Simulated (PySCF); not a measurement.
```xyz
15

F     1.8617   -0.5351   -1.8421
B     2.6003   -0.1839   -0.7797
F     3.7120   -0.8906   -0.5794
F     2.6716    1.1238   -0.5234
P     1.1665   -0.8931    0.8189
C    -0.4472   -0.1488    0.5672
C    -1.4820   -0.3992   -0.2938
C    -2.4230    0.6317   -0.0746
C    -1.8855    1.4364    0.8838
O    -0.6901    0.9773    1.2746
H     1.2699   -0.7438    2.1941
H     0.8148   -2.2338    0.7903
H    -1.5569   -1.2129   -0.9855
H    -3.3670    0.7538   -0.5641
H    -2.2495    2.3262    1.3579
```

Geometry: GFN2-xTB.

Method: PBE0/pcSseg-1, SCF density, gas phase, non-relativistic in PySCF.

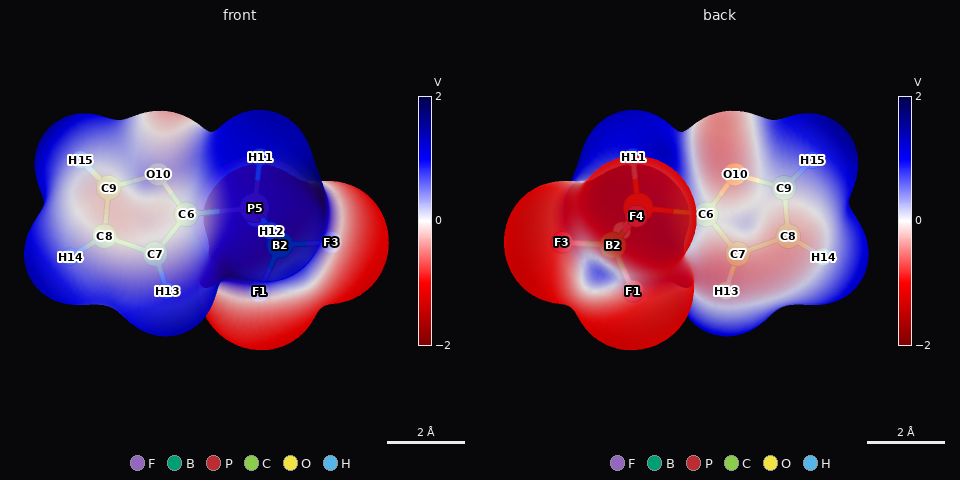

C₄H₅BF₃OP. The molecular electrostatic potential painted on the density surface at 0.002 e/bohr³, seen from the front and from behind; red is negative and blue positive.

**Where is the surface potential most negative and most positive?**

The most negative region (about −1.3 V, or −30 kcal/mol for a unit charge) lies over F3 and F4, the most positive (about +1.8 V, or +42 kcal/mol for a unit charge) over P5.

**What dipole moment does the calculation give?**

Its dipole moment is 5.11 D.
